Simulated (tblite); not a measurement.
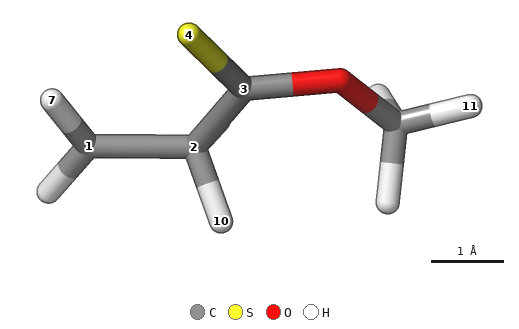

Fig. 1: The structure (stick view, seen at a tilt; atoms are numbered from 1 in the order of the input).

# Frequency calculation, with input and output: C$_{4}$H$_{7}$OS

System: C$_{4}$H$_{7}$OS, multiplicity 2.
Method: GFN2-xTB harmonic vibrations, gas phase (tblite 0.8.0).

It belongs to a series of runs on one base structure; here: H removed from sp3 C.

## Output
```
mode    cm-1     km/mol
  1      57.6      1.16
  2     100.3      4.41
  3     125.9      2.17
  4     209.9      0.57
  5     229.9      2.13
  6     271.5      0.61
  7     402.9      0.65
  8     423.5      1.44
  9     464.9     50.85
 10     497.7     10.28
 11     709.4      6.40
 12     824.2     11.38
 13     947.9     10.85
 14    1015.7     17.14
 15    1088.6      1.00
 16    1103.2      1.54
 17    1108.7     16.66
 18    1160.0     13.31
 19    1207.0    276.37
 20    1247.2    146.21
 21    1299.6    118.47
 22    1367.4     10.01
 23    1388.4     14.63
 24    1397.7      5.70
 25    1459.2      7.06
 26    1465.0     11.37
 27    2794.9     11.39
 28    2850.2     16.16
 29    2945.4     23.25
 30    2957.5     21.85
 31    3033.6      3.45
 32    3146.9      7.75
 33    3202.2     17.17
```

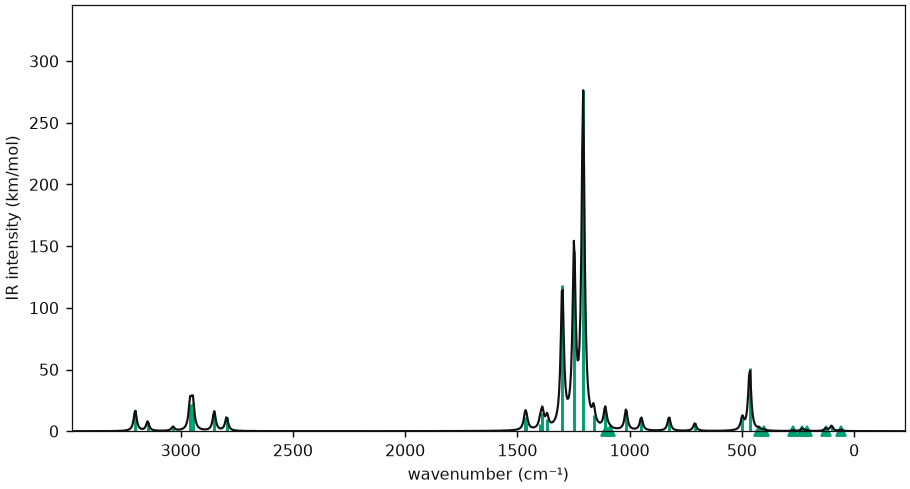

Fig. 2: Harmonic infrared spectrum, unscaled: sticks (degenerate modes added up, dark ones marked on the axis) with a Lorentzian envelope of 16 cm⁻¹ full width, scaled to the tallest stick. 33 modes from 58 to 3202 cm⁻¹, none imaginary. The strongest line is at 1207 cm⁻¹ (276 km/mol).

This output came from the following input.

## Input file
```
{"job": {"kind": "ir", "xc": "GFN2-xTB", "basis": "xTB"}, "charge": 0, "multiplicity": 2}
C     -2.201299    -0.416430    -0.034380
C     -0.735609    -0.368782     0.058934
C     -0.115566     0.966684    -0.234069
S     -0.969121     2.322475    -0.521914
O      1.216262     1.079992    -0.259289
C      2.063627    -0.024110    -0.022940
H     -2.750711     0.429250    -0.392586
H     -2.716434    -1.308326     0.261038
H     -0.292078    -1.113001    -0.625039
H     -0.412558    -0.681740     1.065218
H      3.076769     0.368571    -0.089737
H      1.904491    -0.450367     0.971605
H      1.927838    -0.803732    -0.778314
```

The first line tells a small driver script what to run in tblite; the rest is the geometry in Å.

Launch command:
```bash
OMP_NUM_THREADS=1 python <driver script> task.json out
```

## Summary

```tsv
quantity	value
outcome	converged
total energy	−526.1409 eV
zero-point energy	60.7630 kcal/mol
hardware	1 CPU thread, shared host
peak memory	0.18 GiB
```
